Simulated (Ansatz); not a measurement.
# Nb wire along [110], 33 atoms a period: bands along the axis, part 2 of 2

What gap, if any, does the Nb wire along [110], 33 atoms a period have, and how many channels would it open?

Ansatz 0.2.0; DFT PBE, plane waves, PAW; relaxation of a wire's period; PAW set soft_1 (the session's first sound run).

So far. Step 2 (The relaxed wire): The cell's length comes to 4.499 Å with spin left out.

**3. Bands of the perfect wire**

This step: DFT PBE, plane waves, PAW; bands of a perfect wire; PAW set soft_1 (Ansatz 0.2.0).

At the relaxed period the bands are computed along the axis; those that cross an energy going forward count the channels that a perfect wire would open there.

Input file input.yaml:

```yaml
crystal:
  lattice:
    - [20.04, 0.0, 0.0]
    - [0.0, 16.162, 0.0]
    - [0.0, 0.0, 4.4988464738]
  atoms:
    - { symbol: Nb, position: [0.181995729, 0.5, 0.0] }
    - { symbol: Nb, position: [0.25034243, 0.634642296, 0.0] }
    - { symbol: Nb, position: [0.333297476, 0.5, 0.0] }
    - { symbol: Nb, position: [0.341882876, 0.777486876, 0.0] }
    - { symbol: Nb, position: [0.416156468, 0.643664334, 0.0] }
    - { symbol: Nb, position: [0.5, 0.5, 0.0] }
    - { symbol: Nb, position: [0.5, 0.789504483, 0.0] }
    - { symbol: Nb, position: [0.583843532, 0.643664334, 0.0] }
    - { symbol: Nb, position: [0.666702524, 0.5, 0.0] }
    - { symbol: Nb, position: [0.658117124, 0.777486876, 0.0] }
    - { symbol: Nb, position: [0.74965757, 0.634642296, 0.0] }
    - { symbol: Nb, position: [0.818004271, 0.5, 0.0] }
    - { symbol: Nb, position: [0.253797557, 0.5, 0.5] }
    - { symbol: Nb, position: [0.33435419, 0.351279192, 0.5] }
    - { symbol: Nb, position: [0.33435419, 0.648720808, 0.5] }
    - { symbol: Nb, position: [0.418749401, 0.211654407, 0.5] }
    - { symbol: Nb, position: [0.416982625, 0.5, 0.5] }
    - { symbol: Nb, position: [0.418749401, 0.788345593, 0.5] }
    - { symbol: Nb, position: [0.5, 0.353491392, 0.5] }
    - { symbol: Nb, position: [0.5, 0.646508608, 0.5] }
    - { symbol: Nb, position: [0.581250599, 0.211654407, 0.5] }
    - { symbol: Nb, position: [0.583017375, 0.5, 0.5] }
    - { symbol: Nb, position: [0.581250599, 0.788345593, 0.5] }
    - { symbol: Nb, position: [0.66564581, 0.351279192, 0.5] }
    - { symbol: Nb, position: [0.66564581, 0.648720808, 0.5] }
    - { symbol: Nb, position: [0.746202443, 0.5, 0.5] }
    - { symbol: Nb, position: [0.25034243, 0.365357704, 0.0] }
    - { symbol: Nb, position: [0.341882876, 0.222513124, 0.0] }
    - { symbol: Nb, position: [0.416156468, 0.356335666, 0.0] }
    - { symbol: Nb, position: [0.5, 0.210495517, 0.0] }
    - { symbol: Nb, position: [0.583843532, 0.356335666, 0.0] }
    - { symbol: Nb, position: [0.658117124, 0.222513124, 0.0] }
    - { symbol: Nb, position: [0.74965757, 0.365357704, 0.0] }
kpoints:
  mp_grid: { grid: [1, 1, 18] }
  band_path: { path: ["Γ", Z], npoints: 90 }
scf:
  occupations: { method: fermi_dirac, width: 0.05 }
hamiltonian:
  xc: pbe
  pseudopotentials: { kind: paw, azcp: { folder: soft_1 } }
output:
  dos: { e_range: [-5, 4] }
  write_potential: true
  write_density: true
  volumetric_format: npy
```

The run is started by

```sh
$ ansatz run input.yaml --threads 4 --pin off --max-ram 16384MiB --backend cpu --events-out ev --progress --plain --runs-dir out
```

Numbers of over 12 decimals in the logs are rounded to 6 here.

What it wrote:

```text
[...]
Crystal: 33 atoms, lattice volume = 1457.116 Å³
Basis set: ecut = 420 eV, 28559 PW (Γ)
Bands: 258, of which v1, the nominal top of the filled ones, is band 215 counted from 1 (214 counted from 0)
Symmetry: 8 space group operations
[...]
k-points: 10 of 18
[...]
SCF iter   1: F=—  HF=-150237.922576 eV  |F-HF|=—  |Δ(HF+E_count)|=         —  Δρ=5.84e-2  dr2=4.42e2  ethr=3.10e-3  ⟨swp⟩=10.1  Hψ=12646  notcnv=0  defer=30
[...]
SCF iter  12: F=-150199.243395 eV  HF=-150199.243395 eV  |F-HF|=1.92e-9  |Δ(HF+E_count)|=   6.04e-8  Δρ=8.46e-7  dr2=1.92e-8  ethr=2.33e-11  ⟨swp⟩=22.1  Hψ=10605  notcnv=0
SCF 1 converged in 12 iterations: F = -150199.243395 eV  dr2 = 1.92e-8
[...]
NSCF: frozen V_eff on 91 k-points
WARN: pass on a band path, mesh or list of k-points: the 91 k-points are solved 48 at a time at the most, because the 14.40 GiB of host memory that the pass is priced against does not hold them all with the solver's workspace as planned. The pass can take longer, above all where fewer k-points are solved at a time than the run has threads. As a rule a larger memory budget leaves room for more at once. The budget is what a run with no `--max-ram-frac` typed is planned for, 0.8 of the host's memory or its container's limit. More memory there lifts it, and so does a share over 0.88 that is typed (of such a share the budget is ten elevenths): [rest of the remark cut]
WARN: The output density's exchange-correlation potential varies sharply where the density is thin. Do not read a vacuum level from v_tot or v_xc, or from such a field of the output density. On a cell that repeats whose density bears no net charge and no dipole along the vacuum's axis use v_es (v_loc + v_h of the components); under efield.dipole_correction with no amplitude use v_es + v_field, which holds any externa [...]
SCF converged after 12 iterations
Free energy (F): -150199.243395 eV
[...]
Internal energy: -150198.911229 eV  (E = F + TS)
E sigma→0 (E₀):  -150199.077312 eV
Entropy (-TS):   -0.332165 eV (-10.066 meV/atom)
Fermi energy:    5.303971 eV
[...]
--- Band table (eV; the first three rows and the last of 10) ---
  k-point 0: bands = [... 211 lower, 5.0795, 5.1153, 5.1479, 5.2077, 5.2293, 5.3280, 5.3573, 5.3870, ... 39 higher]
  k-point 1: bands = [... 211 lower, 5.0851, 5.1034, 5.1925, 5.2261, 5.2429, 5.3287, 5.3563, 5.4264, ... 39 higher]
  k-point 2: bands = [... 211 lower, 5.0990, 5.1978, 5.2470, 5.2571, 5.2665, 5.3534, 5.4182, 5.4426, ... 39 higher]
  k-point 9: bands = [... 211 lower, 5.1445, 5.2032, 5.2427, 5.3172, 5.3244, 5.4656, 5.5014, 5.5241, ... 39 higher]
```

It took 11 min on 4 threads of Arm Neoverse V1, shared host; peak memory 11 GiB.

Numbers from this step:

| Item | Value |
| --- | --- |
| energy at zero smearing | -150199.0773 eV |
| band gap | 0 eV |

The electronic bands at the labelled points (eV, zero at the Fermi level; # counts the bands kept):

```tsv
point	#45	#46	#47	#48	#49	#50	#51	#52
Γ	-0.24	-0.22	-0.19	-0.16	-0.10	-0.07	0.02	0.05
Z	-0.24	-0.16	-0.10	-0.06	0.01	0.02	0.16	0.20
```

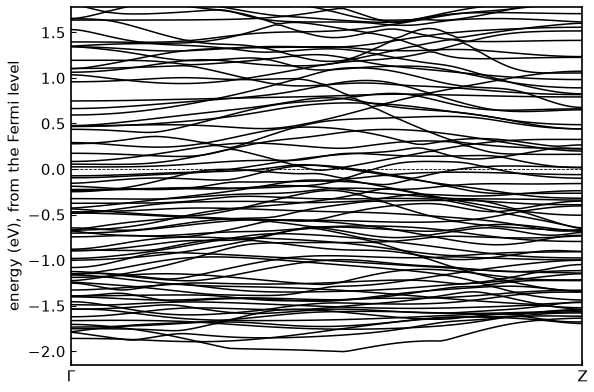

Electronic bands along the path.

Between Γ and Z the bands cross the Fermi level 10 times, so a perfect wire would conduct at least 10 G₀, with spin left out.

**4. Results**

| Item | Value |
| --- | --- |
| cell length, PBE | 4.499 Å |
| ballistic conductance by band crossings, a lower bound, PBE | 10 G₀ |

What this shows: Under PBE the cell's length is 4.50 Å, and the bands cross the Fermi level 10 times between Γ and Z, which gives a perfect wire at least 10 G₀ (opposite crossings within one step of the path cancel in such a count). No spin was allowed, though thin wires with open d shells can turn magnetic.

[Logs are printed without paths, hosts, clocks, repeated set-up lines and the standing remarks that a program may print on its own settings, such as how far it seeks lower states.]

[Hosts, paths, dates, database ids (printed as entryN), source tags and the programs' standing remarks are cut or masked in the printed files.]
